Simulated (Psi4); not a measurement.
Energy and gradient calculation, with input and output: HfN₄H₈ (part 1 of 2)

The run: energy and gradient calculation of HfN₄H₈. Method and program: CAM-B3LYP/def2-SVP, RKS, core potentials def2 (Psi4 1.11).

The geometry comes from this level: PBE0-D4/def2-TZVP.

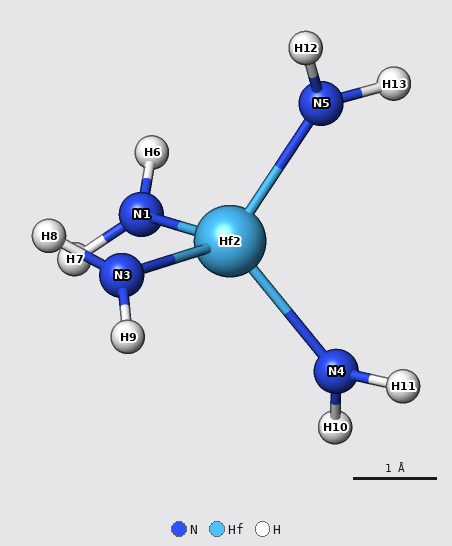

The input geometry (ball-and-stick view, seen at a tilt; atoms are numbered from 1 in the order of the input). Sticks mark near contacts. Bond lengths as drawn: Hf–N 2.05 Å and H–N 1.01 Å.

**Summary**

| quantity | value |
| --- | --- |
| outcome | converged |
| total energy | −271.676347 hartree |
| basis functions | 128 |
| largest force | 0.376 eV/Å |
| HOMO | −7.94 eV |
| LUMO | 1.05 eV |
| dipole moment | 0.01 D |
| hardware | 1 thread of AMD EPYC (Zen 5), 32 GiB of memory available, shared host |
| wall time | 48 s |
| peak memory | 1.2 GiB |

**Input file (run.py)**
```python
import psi4

psi4.set_memory('2200 MB')
psi4.set_num_threads(1)
psi4.set_output_file('run.log', False)

with open('h8hfn4.xyz') as f:
    atoms = ''.join(f.readlines()[2:])
m = psi4.geometry('0 1\n' + atoms + 'symmetry c1')

psi4.set_options({
    'puream': True,
    'e_convergence': 1e-09,
    'd_convergence': 1e-08,
    'scf_type': 'pk',
    'dft_radial_points': 99,
    'dft_spherical_points': 590,
})

e_tot, wfn = psi4.gradient("cam-b3lyp/def2-SVP", molecule=m, return_wfn=True)
psi4.oeprop(wfn, "DIPOLE", "LOWDIN_CHARGES", "QUADRUPOLE", title="CAM-B3LYP")
print('gradient / Eh bohr^-1')
print(e_tot.np.round(6))
print(f'energy = {wfn.energy():.10f} Eh')
```

**File h8hfn4.xyz**
```
13
H8HfN4
N     -1.892290     0.539860    -0.567300
Hf     0.000170    -0.000190     0.000180
N     -0.092830    -1.827950     0.920030
N      1.218200    -0.104950    -1.643110
N      0.766900     1.394050     1.289870
H     -2.332080     1.439560    -0.439190
H     -2.571790    -0.096310    -0.961490
H     -0.819050    -2.103730     1.566890
H      0.512350    -2.620290     0.761180
H      0.933270    -0.115740    -2.611560
H      2.228090    -0.081500    -1.605960
H      0.882860     1.300200     2.288380
H      1.166170     2.276990     1.002090
```

Run as:
```bash
python run.py
```

**Log**
```
[ 0.00000031 -0.00002078  0.00002852]
 [-0.00059672 -0.00597425  0.00321744]
 [ 0.00435173 -0.00028166 -0.0052916 ]
 [ 0.00263793  0.00484455  0.00399501]
 [ 0.0039667  -0.00607896 -0.00037803]
 [ 0.00513896  0.00393747  0.00295376]
 [ 0.00471661  0.00244262 -0.00470233]
 [-0.00384594  0.00617173  0.00036999]
 [ 0.00105189  0.00019436  0.00722897]
 [-0.00711472  0.00001802  0.00036757]
 [-0.00116323 -0.00031619 -0.00718126]
 [-0.00277338 -0.00640091  0.00138655]]

    h
    h
    h

    -----------------------------------------------------------------------

    Memory:     2.0 GiB
    Threads:    1
                ecpint, einsums, f̶o̶r̶t̶e̶, gauxc, gcp, g̶d̶m̶a̶, geometric, g̶p̶u̶_̶d̶f̶c̶c̶,
                i̶n̶t̶e̶g̶r̶a̶t̶o̶r̶x̶x̶, i̶p̶i̶, libefp, m̶d̶i̶, m̶p̶2̶d̶, m̶r̶c̶c̶, ooo,
                o̶p̶e̶n̶f̶e̶r̶m̶i̶o̶n̶p̶s̶i̶4̶, pcmsolver, p̶s̶i̶4̶f̶o̶c̶k̶c̶i̶, p̶s̶i̶x̶a̶s̶,
                p̶y̶e̶i̶n̶s̶u̶m̶s̶, r̶e̶s̶p̶, s̶i̶m̶i̶n̶t̶, s̶n̶s̶m̶p̶2̶,
                v̶2̶r̶d̶m̶_̶c̶a̶s̶s̶c̶f̶

gradient() will perform analytic gradient computation.

   => Loading Basis Set <=

    Name: DEF2-SVP
    Role: ORBITAL
    Keyword: BASIS

    !!!  WARNING: ECP capability is in beta. Please check occupations closely.  !!!

         ---------------------------------------------------------
                                   SCF
                              RKS Reference
                        1 Threads,   2098 MiB Core
         ---------------------------------------------------------

  ==> Geometry <==

    Molecular point group: c1
    Full point group: C1

    Geometry (in Angstrom), charge = 0, multiplicity = 1:

       Center              X                  Y                   Z               Mass
    ------------   -----------------  -----------------  -----------------  -----------------
         N           -1.892413470475     0.539945538207    -0.567404873865    14.003074004430
         HF           0.000046529525    -0.000104461793     0.000075126135   179.946557000000
         N           -0.092953470475    -1.827864461793     0.919925126135    14.003074004430
         N            1.218076529525    -0.104864461793    -1.643214873865    14.003074004430
         N            0.766776529525     1.394135538207     1.289765126135    14.003074004430
         H           -2.332203470475     1.439645538207    -0.439294873865     1.007825032230
         H           -2.571913470475    -0.096224461793    -0.961594873865     1.007825032230
         H           -0.819173470475    -2.103644461793     1.566785126135     1.007825032230
         H            0.512226529525    -2.620204461793     0.761075126135     1.007825032230
         H            0.933146529525    -0.115654461793    -2.611664873865     1.007825032230
         H            2.227966529525    -0.081414461793    -1.606064873865     1.007825032230
         H            0.882736529525     1.300285538207     2.288275126135     1.007825032230
         H            1.166046529525     2.277075538207     1.001985126135     1.007825032230

  Running in c1 symmetry.

  Rotational constants: A =      0.08662  B =      0.08464  C =      0.08464 [cm^-1]
  Rotational constants: A =   2596.74899  B =   2537.57305  C =   2537.29620 [MHz]
  Nuclear repulsion =  208.064739135954852

  Charge       = 0
  Multiplicity = 1
  Electrons    = 48
  Nalpha       = 24
  Nbeta        = 24

  ==> Algorithm <==

  SCF Algorithm Type is PK.
  DIIS enabled.
  MOM disabled.
  Fractional occupation disabled.
  Guess Type is SAD.
  Energy threshold   = 1.00e-09
  Density threshold  = 1.00e-08
  Integral threshold = 1.00e-12

  ==> Primary Basis <==

  Basis Set: DEF2-SVP
    Blend: DEF2-SVP
    Number of shells: 60
    Number of basis functions: 128
    Number of Cartesian functions: 137
    Spherical Harmonics?: true
    Max angular momentum: 3

  Core potential: DEF2-SVP
    Number of shells: 4
    Number of ECP primitives: 10
    Number of ECP core electrons: 60
    Max angular momentum: 3

  ==> DFT Potential <==

   => LibXC <=

    Version 7.1.2

   => Composite Functional: CAM-B3LYP <=

    CAM-B3LYP Hyb-GGA Exchange-Correlation Functional

    Deriv               =              1
    GGA                 =           TRUE
    Meta                =          FALSE

    Exchange Hybrid     =           TRUE
    MP2 Hybrid          =          FALSE

   => Exchange Functionals <=

    0.3500         Becke 88 [omega = 0.3300]
    0.4600   Short-range recipe for B88 functional - erf [omega = 0.3300]

   => Exact (HF) Exchange <=

    0.4600            HF,LR [omega = 0.3300]
    0.1900               HF

   => Correlation Functionals <=

    0.1900   Vosko, Wilk & Nusair (VWN5)
    0.8100   Lee, Yang & Parr

   => LibXC Density Thresholds  <==

    XC_HYB_GGA_XC_CAM_B3LYP:  1.00E-14

   => Molecular Quadrature <=

    Radial Scheme          =       TREUTLER
    Pruning Scheme         =           NONE
    Nuclear Scheme         =       TREUTLER

    Blocking Scheme        =         OCTREE
    BS radius alpha        =              1
    Pruning alpha          =              1
    Radial Points          =             99
    Spherical Points       =            590
    Total Points           =         720943
    Total Blocks           =           5035
    Max Points             =            256
    Max Functions          =            125
    Weights Tolerance      =       1.00E-15

  ==> Integral Setup <==

  Using in-core PK algorithm.
   Calculation information:
      Number of atoms:                  13
      Number of AO shells:              60
      Number of primitives:            107
      Number of atomic orbitals:       137
      Number of basis functions:       128

      Integral cutoff                 1.00e-12
      Number of threads:                 1

  Performing in-core PK
  Using 102254688 doubles for integral storage.
  We computed 1413029 shell quartets total.
  Whereas there are 1675365 unique shell quartets.

  Computing range-separated integrals for PK
  We computed 1413029 wK shell quartets total.
  Whereas there are 1675365 wK unique shell quartets.

  ==> DiskJK: Disk-Based J/K Matrices <==

    J tasked:                  Yes
    K tasked:                  Yes
    wK tasked:                 Yes
    Omega:               3.300E-01
    Memory [MiB]:             1416
    Schwarz Cutoff:          1E-12

  Cached 8.3% of DFT collocation blocks in 0.145 [GiB].

  Minimum eigenvalue in the overlap matrix is 5.6120328986E-03.
  Reciprocal condition number of the overlap matrix is 1.1036830854E-03.
    Using symmetric orthogonalization.

  ==> Pre-Iterations <==

  SCF Guess: Superposition of Atomic Densities via on-the-fly atomic UHF (no occupation information).

   -------------------------
    Irrep   Nso     Nmo
   -------------------------
     A        128     128
   -------------------------
    Total     128     128
   -------------------------

  ==> Iterations <==

                        Total Energy        Delta E     RMS |[F,P]|

   @RKS iter SAD:  -270.18682570493218   -2.70187e+02   0.00000e+00
   @RKS iter   1:  -270.78933336216886   -6.02508e-01   1.10731e-02 ADIIS/DIIS
   @RKS iter   2:  -270.19929365792063    5.90040e-01   1.37630e-02 ADIIS/DIIS
   @RKS iter   3:  -271.66650434039661   -1.46721e+00   1.01544e-03 ADIIS/DIIS
   @RKS iter   4:  -271.67533852326568   -8.83418e-03   3.23457e-04 ADIIS/DIIS
   @RKS iter   5:  -271.67632749283632   -9.88970e-04   4.53286e-05 DIIS
   @RKS iter   6:  -271.67633689589343   -9.40306e-06   3.60858e-05 DIIS
   @RKS iter   7:  -271.67634670463775   -9.80874e-06   2.62208e-06 DIIS
   @RKS iter   8:  -271.67634682430224   -1.19664e-07   5.20346e-07 DIIS
   @RKS iter   9:  -271.67634682892782   -4.62558e-09   1.44621e-07 DIIS
   @RKS iter  10:  -271.67634682940286   -4.75040e-10   4.19530e-08 DIIS
   @RKS iter  11:  -271.67634682942611   -2.32490e-11   2.73251e-08 DIIS
   @RKS iter  12:  -271.67634682943270   -6.59384e-12   5.40108e-09 DIIS
  Energy and wave function converged.

  ==> Post-Iterations <==

   Electrons on quadrature grid:
      Ntotal   =   48.0000001541 ; deviation = 1.541e-07

    Orbital Energies [Eh]
    ---------------------

    Doubly Occupied:

       1A    -14.346544     2A    -14.346466     3A    -14.346446
       4A    -14.346427     5A     -2.516575     6A     -1.355233
       7A     -1.355194     8A     -1.355190     9A     -0.869035
      10A     -0.857650    11A     -0.857642    12A     -0.857363
      13A     -0.522057    14A     -0.519062    15A     -0.515457
      16A     -0.515444    17A     -0.439501    18A     -0.408325
      19A     -0.407716    20A     -0.407690    21A     -0.319227
      22A     -0.303636    23A     -0.291795    24A     -0.291744

    Virtual:
```
